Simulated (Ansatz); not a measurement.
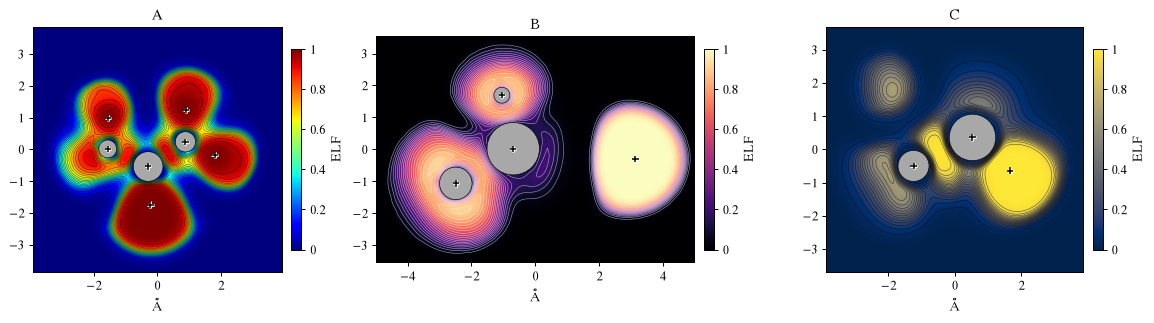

The electron localisation function of 3 systems, each on a plane through atoms (crosses mark nuclei in the plane; grey discs cover the cores).

Method: RKS PBE0-D4/def2-SVP in Ansatz 0.2.0.

System 1: BH4NO, the molecular plane. Not at a stationary point (largest force 0.9 eV/Å).

```xyz
7

B     0.2256    0.0765   -0.0104
O     0.4606   -0.2464    1.3170
H    -0.3313   -0.5200    1.7907
H     1.1686    0.4394   -0.6577
N    -1.0485    0.0056   -0.6032
H    -1.8921   -0.2902   -0.1295
H    -1.1998    0.2538   -1.5704
```

System 2: BH5Si···HF, the plane of atoms B1, Si5 and H6. Not at a stationary point (largest force 0.7 eV/Å).

```xyz
9

B    -0.0028   -0.4396   -0.3154
F     0.3484    0.2448    2.0773
H     0.9515    0.1315   -0.7851
H    -1.0838    0.0956   -0.4088
Si    0.1173   -2.2580    0.4372
H    -0.5472   -3.2826   -0.4325
H     1.5023   -2.7295    0.7503
H    -0.6402   -2.2799    1.7497
H    -0.1612   -0.4668    2.3847
```

System 3: ClF2GeHO···H2, the plane of atoms F3, Ge1 and Cl4. 

```csv
atom,x (Å),y (Å),z (Å)
Ge,0.2273,0.6866,-0.6279
H,0.0955,-0.1859,2.5792
F,1.4905,-0.2007,-1.3725
Cl,-0.9091,1.6458,-2.1143
F,-0.7133,-0.4927,0.2007
O,0.8451,1.8239,0.5263
H,0.9280,1.4333,1.4071
H,0.5189,0.0805,3.1539
```

Question: Which map belongs to which system?

Answer: Panel A is system 1, BH4NO: the plane holds B, O, H and N. B–O (1.39 Å): the ELF peaks at about 0.90 between the atoms, as expected for a shared but strongly polarised pair. Panel B is system 3, ClF2GeHO···H2: the plane holds Ge, F, Cl and H. Ge–F (1.71 Å): the ELF peaks at about 0.80 in the valence shell of F, 0.5 Å from its nucleus, and is about 0.25 at the midpoint. Panel C is system 2, BH5Si···HF: the plane holds B, Si and H. Si–B (1.97 Å): the ELF peaks at about 1 between the atoms (a shared electron pair).
